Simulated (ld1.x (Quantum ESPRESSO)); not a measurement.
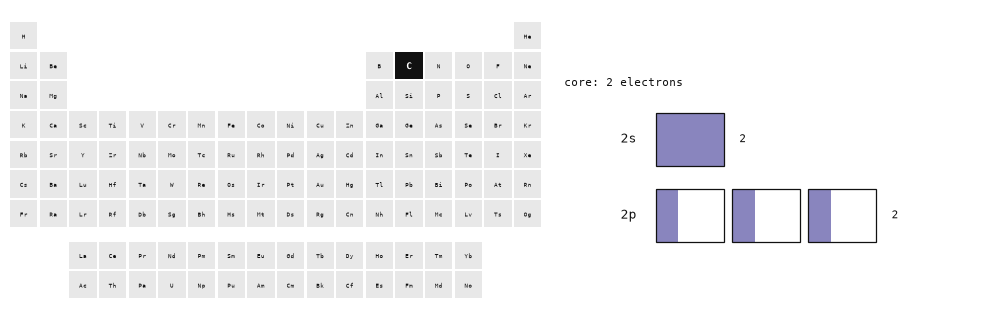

Fig. 1: Left, the place of carbon in the periodic table; right, the valence shells of the reference configuration: a box for each of the 2l + 1 orbitals, shaded by the share of the shell that is filled, with the electron count at the right.

**Run report: C, pseudopotential generation (part 1 of 2)**

System: carbon (C, Z = 6), core [He], reference valence 2s2 2p2, valence charge 4.
Method: ultrasoft potential, PBE, scalar-relativistic, made with ld1.x (Quantum ESPRESSO) 7.5.

The program's output:
```
     Program LD1 v.7.5

     !!!!!!!!!!!!!!!!!!! WARNING !!!!!!!!!!!!!!!!!!!!!!!
     Message from routine ld1_readin:
     US requires at least two energies per channel 3D
     !!!!!!!!!!!!!!!!!!!!!!!!!!!!!!!!!!!!!!!!!!!!!!!!!!!
     --------------------------- All-electron run ----------------------------

     C
     scalar relativistic calculation

     atomic number is  6.00
     dft =PBE   lsd =0 sic =0 latt =0  beta=0.20 tr2=1.0E-14
     Exchange-correlation= PBE
                           (   1   4   3   4   0   0   0)
     mesh =1073 r(mesh) = 100.30751 a.u. xmin = -7.00 dx = 0.01250
     1 Ry =  13.60569312 eV, c = 137.03599908

     n l     nl                  e(Ry)          e(Ha)          e(eV)
     1 0     1S 1( 2.00)       -20.0931       -10.0465      -273.3801
     2 0     2S 1( 2.00)        -1.0107        -0.5053       -13.7509
     2 1     2P 1( 2.00)        -0.3885        -0.1942        -5.2856

     final scf error:  7.5E-15 reached in  29 iterations

     Etot =     -75.529949 Ry,     -37.764975 Ha,   -1027.637314 eV

     Ekin =      75.328024 Ry,      37.664012 Ha,    1024.889976 eV
     Encl =    -176.093472 Ry,     -88.046736 Ha,   -2395.873743 eV
     Eh   =      35.391585 Ry,      17.695793 Ha,     481.527051 eV
     Exc  =     -10.156087 Ry,      -5.078043 Ha,    -138.180598 eV

     normalization and overlap integrals

     s(1S/1S) =  1.000000  <r> =   0.2706  <r2> =    0.0993  r(max) =   0.1730
     s(2S/2S) =  1.000000  <r> =   1.5715  <r2> =    2.9912  r(max) =   1.2162
     s(2P/2P) =  1.000000  <r> =   1.7999  <r2> =    4.2589  r(max) =   1.2011

     ------------------------ End of All-electron run ------------------------

     --------------------- Generating US pseudopotential ---------------------

      Generating local potential from pseudized AE potential:
      Matching radius rcloc =   0.7000

      Local pseudo, rcloc= 0.693 Estimated cut-off energy=    47.89 Ry
      Wfc-us  2S rcutus= 0.890  Estimated cut-off energy=    52.01 Ry
      Wfc-us  2S rcutus= 0.890  Estimated cut-off energy=    59.02 Ry
      Wfc-us  2P rcutus= 1.662  Estimated cut-off energy=    27.83 Ry
      Wfc-us  2P rcutus= 1.662  Estimated cut-off energy=    31.57 Ry
      Wfc-us  3D rcutus= 1.748  Estimated cut-off energy=    33.60 Ry

     Q pseudized with Bessel functions
     Expected ecutrho=     776.1617 due to l1=  2   l2=  2

     ------------------- End of pseudopotential generation -------------------

     --------------------------- All-electron run ----------------------------

     C
     scalar relativistic calculation

     atomic number is  6.00
     dft =PBE   lsd =0 sic =0 latt =0  beta=0.20 tr2=1.0E-14
     Exchange-correlation= PBE
                           (   1   4   3   4   0   0   0)
     mesh =1073 r(mesh) = 100.30751 a.u. xmin = -7.00 dx = 0.01250
     1 Ry =  13.60569312 eV, c = 137.03599908

     n l     nl                  e(Ry)          e(Ha)          e(eV)
     1 0     1S 1( 2.00)       -20.0931       -10.0465      -273.3801
     2 0     2S 1( 2.00)        -1.0107        -0.5053       -13.7509
     2 1     2P 1( 2.00)        -0.3885        -0.1942        -5.2856

     final scf error:  7.5E-15 reached in  29 iterations

     Etot =     -75.529949 Ry,     -37.764975 Ha,   -1027.637314 eV

     Ekin =      75.328024 Ry,      37.664012 Ha,    1024.889976 eV
     Encl =    -176.093472 Ry,     -88.046736 Ha,   -2395.873743 eV
     Eh   =      35.391585 Ry,      17.695793 Ha,     481.527051 eV
     Exc  =     -10.156087 Ry,      -5.078043 Ha,    -138.180598 eV

     normalization and overlap integrals

     s(1S/1S) =  1.000000  <r> =   0.2706  <r2> =    0.0993  r(max) =   0.1730
     s(2S/2S) =  1.000000  <r> =   1.5715  <r2> =    2.9912  r(max) =   1.2162
     s(2P/2P) =  1.000000  <r> =   1.7999  <r2> =    4.2589  r(max) =   1.2011

     ------------------------ End of All-electron run ------------------------

     Computing logarithmic derivative in   1.89555
     Computing logarithmic derivative in   1.89555
     Computing the partial wave expansion
     R is outside the sphere for l=    0 j= 0.00
     R is outside the sphere for l=    0 j= 0.00
     R is outside the sphere for l=    1 j= 0.00
     R is outside the sphere for l=    1 j= 0.00
     R is outside the sphere for l=    2 j= 0.00

     ---------------------- Testing the pseudopotential ----------------------

     C
     scalar relativistic calculation

     atomic number is  6.00   valence charge is  4.00
     dft =PBE   lsd =0 sic =0 latt =0  beta=0.20 tr2=1.0E-14
     mesh =1073 r(mesh) = 100.30751 xmin = -7.00 dx = 0.01250

     n l     nl             e AE (Ry)        e PS (Ry)    De AE-PS (Ry)
     1 0     2S   1( 2.00)       -1.01067       -1.01068        0.00001
     2 1     2P   1( 2.00)       -0.38849       -0.38849        0.00000

     eps = 1.5E-16  iter =  4

     Etot =     -75.529949 Ry,     -37.764975 Ha,   -1027.637314 eV
     Etotps =   -10.734900 Ry,      -5.367450 Ha,    -146.055750 eV

     Ekin =       5.276343 Ry,       2.638172 Ha,      71.788306 eV
     Encl =     -24.722785 Ry,     -12.361392 Ha,    -336.370623 eV
     Ehrt =       8.759136 Ry,       4.379568 Ha,     119.174110 eV
     Ecxc =      -2.828575 Ry,      -1.414287 Ha,     -38.484719 eV
     Epseu=       2.780981 Ry,       1.390491 Ha,      37.837177 eV

     ---------------------- End of pseudopotential test ----------------------
```

Output of the test run (extracts):
```
     ---------------------- Testing the pseudopotential ----------------------

     C
     scalar relativistic calculation

     atomic number is  6.00   valence charge is  4.00
     dft =PBE   lsd =0 sic =0 latt =0  beta=0.20 tr2=1.0E-14
     mesh =1073 r(mesh) = 100.30751 xmin = -7.00 dx = 0.01250

     n l     nl             e AE (Ry)        e PS (Ry)    De AE-PS (Ry)
     1 0     2S   1( 2.00)       -1.01067       -1.01068        0.00001
     2 1     2P   1( 2.00)       -0.38849       -0.38849        0.00000

     eps = 1.5E-16  iter =  4

     Etot =     -75.529950 Ry,     -37.764975 Ha,   -1027.637315 eV
     Etotps =   -10.734900 Ry,      -5.367450 Ha,    -146.055750 eV

     Ekin =       5.276343 Ry,       2.638172 Ha,      71.788306 eV
     Encl =     -24.722785 Ry,     -12.361392 Ha,    -336.370623 eV
     Ehrt =       8.759136 Ry,       4.379568 Ha,     119.174110 eV
     Ecxc =      -2.828575 Ry,      -1.414287 Ha,     -38.484719 eV
     Epseu=       2.780981 Ry,       1.390491 Ha,      37.837177 eV

     ---------------------- End of pseudopotential test ----------------------

     ---------------------- Testing the pseudopotential ----------------------

     C
     scalar relativistic calculation

     atomic number is  6.00   valence charge is  4.00
     dft =PBE   lsd =0 sic =0 latt =0  beta=0.20 tr2=1.0E-14
     mesh =1073 r(mesh) = 100.30751 xmin = -7.00 dx = 0.01250

     n l     nl             e AE (Ry)        e PS (Ry)    De AE-PS (Ry)
     1 0     2S   1( 2.00)       -1.89321       -1.89575        0.00255
     2 1     2P   1( 1.00)       -1.24984       -1.24480       -0.00504  !

     eps = 6.6E-15  iter = 16

     Etot =     -74.731642 Ry,     -37.365821 Ha,   -1016.775790 eV
     Etotps =    -9.938250 Ry,      -4.969125 Ha,    -135.216778 eV
     dEtot_ae =       0.798307 Ry
     dEtot_ps =       0.796650 Ry,   Delta E=       0.001658 Ry

     Ekin =       4.221990 Ry,       2.110995 Ha,      57.443101 eV
     Encl =     -20.203770 Ry,     -10.101885 Ha,    -274.886291 eV
     Ehrt =       5.531778 Ry,       2.765889 Ha,      75.263668 eV
     Ecxc =      -2.190720 Ry,      -1.095360 Ha,     -29.806267 eV
     Epseu=       2.702472 Ry,       1.351236 Ha,      36.769011 eV

     ---------------------- End of pseudopotential test ----------------------

     ---------------------- Testing the pseudopotential ----------------------

     C
     scalar relativistic calculation

     atomic number is  6.00   valence charge is  4.00
     dft =PBE   lsd =0 sic =0 latt =0  beta=0.20 tr2=1.0E-14
     mesh =1073 r(mesh) = 100.30751 xmin = -7.00 dx = 0.01250

     n l     nl             e AE (Ry)        e PS (Ry)    De AE-PS (Ry)
     1 0     2S   1( 2.00)       -2.96779       -2.96642       -0.00137
     2 1     2P   1( 0.00)       -2.33472       -2.30941       -0.02531  !

     eps = 2.1E-15  iter = 12

     Etot =     -72.956190 Ry,     -36.478095 Ha,    -992.619534 eV
     Etotps =    -8.177297 Ry,      -4.088648 Ha,    -111.257791 eV
     dEtot_ae =       2.573759 Ry
     dEtot_ps =       2.557603 Ry,   Delta E=       0.016157 Ry

     Ekin =       2.448168 Ry,       1.224084 Ha,      33.309024 eV
     Encl =     -14.150413 Ry,      -7.075207 Ha,    -192.526177 eV
     Ehrt =       2.646965 Ry,       1.323482 Ha,      36.013789 eV
     Ecxc =      -1.427655 Ry,      -0.713827 Ha,     -19.424232 eV
     Epseu=       2.305638 Ry,       1.152819 Ha,      31.369806 eV

     ---------------------- End of pseudopotential test ----------------------

     ---------------------- Testing the pseudopotential ----------------------

     C
     scalar relativistic calculation

     atomic number is  6.00   valence charge is  4.00
     dft =PBE   lsd =0 sic =0 latt =0  beta=0.20 tr2=1.0E-14
     mesh =1073 r(mesh) = 100.30751 xmin = -7.00 dx = 0.01250

     n l     nl             e AE (Ry)        e PS (Ry)    De AE-PS (Ry)
     1 0     2S   1( 1.00)       -4.12371       -4.11326       -0.01045  !
     2 1     2P   1( 0.00)       -3.53554       -3.48774       -0.04780  !

     eps = 1.7E-16  iter = 12

     Etot =     -69.413985 Ry,     -34.706993 Ha,    -944.425378 eV
     Etotps =    -4.639778 Ry,      -2.319889 Ha,     -63.127393 eV
     dEtot_ae =       6.115964 Ry
     dEtot_ps =       6.095122 Ry,   Delta E=       0.020843 Ry

     Ekin =       1.379562 Ry,       0.689781 Ha,      18.769898 eV
     Encl =      -7.425292 Ry,      -3.712646 Ha,    -101.026243 eV
     Ehrt =       0.698751 Ry,       0.349375 Ha,       9.506988 eV
     Ecxc =      -0.621364 Ry,      -0.310682 Ha,      -8.454090 eV
     Epseu=       1.328565 Ry,       0.664283 Ha,      18.076054 eV

     ---------------------- End of pseudopotential test ----------------------

     ---------------------- Testing the pseudopotential ----------------------

     C
     scalar relativistic calculation

     atomic number is  6.00   valence charge is  4.00
     dft =PBE   lsd =0 sic =0 latt =0  beta=0.20 tr2=1.0E-14
     mesh =1073 r(mesh) = 100.30751 xmin = -7.00 dx = 0.01250

     n l     nl             e AE (Ry)        e PS (Ry)    De AE-PS (Ry)
     1 0     2S   1( 2.00)       -1.42412       -1.42543        0.00131
     2 1     2P   1( 1.50)       -0.78795       -0.78668       -0.00128

     eps = 4.3E-15  iter =  9

     Etot =     -75.238653 Ry,     -37.619327 Ha,   -1023.674027 eV
     Etotps =   -10.443844 Ry,      -5.221922 Ha,    -142.095742 eV
     dEtot_ae =       0.291296 Ry
     dEtot_ps =       0.291055 Ry,   Delta E=       0.000241 Ry

     Ekin =       4.843975 Ry,       2.421987 Ha,      65.905636 eV
     Encl =     -22.672145 Ry,     -11.336072 Ha,    -308.470244 eV
     Ehrt =       7.146048 Ry,       3.573024 Ha,      97.226940 eV
     Ecxc =      -2.532739 Ry,      -1.266370 Ha,     -34.459676 eV
     Epseu=       2.771017 Ry,       1.385508 Ha,      37.701601 eV

     ---------------------- End of pseudopotential test ----------------------

     ---------------------- Testing the pseudopotential ----------------------

     C
     scalar relativistic calculation

     atomic number is  6.00   valence charge is  4.00
     dft =PBE   lsd =0 sic =0 latt =0  beta=0.20 tr2=1.0E-14
     mesh =1073 r(mesh) = 100.30751 xmin = -7.00 dx = 0.01250

     n l     nl             e AE (Ry)        e PS (Ry)    De AE-PS (Ry)
     1 0     2S   1( 2.00)       -0.79555       -0.79491       -0.00064
     2 1     2P   1( 2.30)       -0.18408       -0.18426        0.00018

     eps = 2.9E-16  iter = 10

     Etot =     -75.615089 Ry,     -37.807544 Ha,   -1028.795691 eV
     Etotps =   -10.820078 Ry,      -5.410039 Ha,    -147.214658 eV
     dEtot_ae =      -0.085139 Ry
     dEtot_ps =      -0.085178 Ry,   Delta E=       0.000039 Ry

     Ekin =       5.441195 Ry,       2.720598 Ha,      74.031236 eV
     Encl =     -25.728613 Ry,     -12.864307 Ha,    -350.055615 eV
     Ehrt =       9.673587 Ry,       4.836794 Ha,     131.615859 eV
     Ecxc =      -2.975897 Ry,      -1.487948 Ha,     -40.489135 eV
     Epseu=       2.769649 Ry,       1.384825 Ha,      37.682997 eV

     ---------------------- End of pseudopotential test ----------------------

     ---------------------- Testing the pseudopotential ----------------------

     C
     scalar relativistic calculation

     atomic number is  6.00   valence charge is  4.00
     dft =PBE   lsd =0 sic =0 latt =0  beta=0.20 tr2=1.0E-14
     mesh =1073 r(mesh) = 100.30751 xmin = -7.00 dx = 0.01250

     n l     nl             e AE (Ry)        e PS (Ry)    De AE-PS (Ry)
     1 0     2S   1( 1.00)       -1.90007       -1.89435       -0.00571  !
     2 1     2P   1( 2.00)       -1.25670       -1.26037        0.00368

     eps = 2.8E-17  iter =  9

     Etot =     -74.088243 Ry,     -37.044121 Ha,   -1008.021894 eV
     Etotps =    -9.295741 Ry,      -4.647870 Ha,    -126.474993 eV
     dEtot_ae =       1.441707 Ry
     dEtot_ps =       1.439159 Ry,   Delta E=       0.002548 Ry

     Ekin =       5.281919 Ry,       2.640960 Ha,      71.864175 eV
     Encl =     -20.416106 Ry,     -10.208053 Ha,    -277.775269 eV
     Ehrt =       5.506202 Ry,       2.753101 Ha,      74.915695 eV
     Ecxc =      -2.157843 Ry,      -1.078921 Ha,     -29.358945 eV
     Epseu=       2.490086 Ry,       1.245043 Ha,      33.879352 eV

     ---------------------- End of pseudopotential test ----------------------

     ---------------------- Testing the pseudopotential ----------------------

     C
     scalar relativistic calculation

     atomic number is  6.00   valence charge is  4.00
     dft =PBE   lsd =0 sic =0 latt =0  beta=0.20 tr2=1.0E-14
     mesh =1073 r(mesh) = 100.30751 xmin = -7.00 dx = 0.01250

     n l     nl             e AE (Ry)        e PS (Ry)    De AE-PS (Ry)
     1 0     2S   1( 1.00)       -1.04376       -1.03451       -0.00925  !
     2 1     2P   1( 3.00)       -0.41985       -0.42168        0.00184

     eps = 4.3E-17  iter = 10

     Etot =     -74.906837 Ry,     -37.453419 Ha,   -1019.159437 eV
     Etotps =   -10.117275 Ry,      -5.058637 Ha,    -137.652534 eV
     dEtot_ae =       0.623112 Ry
     dEtot_ps =       0.617625 Ry,   Delta E=       0.005487 Ry

     Ekin =       6.193607 Ry,       3.096804 Ha,      84.268322 eV
     Encl =     -24.705930 Ry,     -12.352965 Ha,    -336.141304 eV
     Ehrt =       8.628632 Ry,       4.314316 Ha,     117.398516 eV
     Ecxc =      -2.775381 Ry,      -1.387691 Ha,     -37.760984 eV
     Epseu=       2.541797 Ry,       1.270899 Ha,      34.582916 eV

     ---------------------- End of pseudopotential test ----------------------
```

(Continued in part 2.) Outcome of the run: generated, but the overlap operator is not positive, so unusable.
